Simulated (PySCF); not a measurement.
C7H5N, SMILES N#Cc1ccccc1 at its CAM-B3LYP/def2-SVP optimised geometry (Å):

```
13

N     -1.9877     2.8035     0.0000
C     -1.4110     1.8033     0.0000
C     -0.6933     0.5561     0.0000
C      0.7071     0.5549     0.0000
C      1.3954    -0.6525     0.0000
C      0.6952    -1.8570     0.0000
C     -0.6981    -1.8570     0.0000
C     -1.3960    -0.6553     0.0000
H      1.2469     1.5030     0.0000
H      2.4870    -0.6532     0.0000
H      1.2398    -2.8035     0.0000
H     -1.2461    -2.8012     0.0000
H     -2.4870    -0.6455     0.0000
```

Level of theory: CAM-B3LYP/def2-TZVP run with PySCF. Cells within 0.4 Å of a nucleus heavier than hydrogen are left out (blank, or x).

Map of the log10 of the electron density (e/bohr³), floored at −4 on the plane z = 0.0 Å:

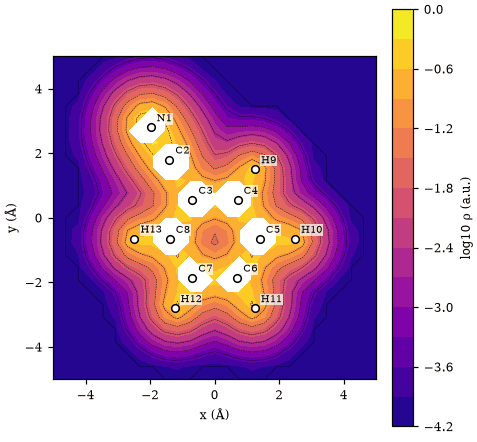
*Log10 of the electron density (e/bohr³), floored at −4 on the plane z = 0.0 Å.*
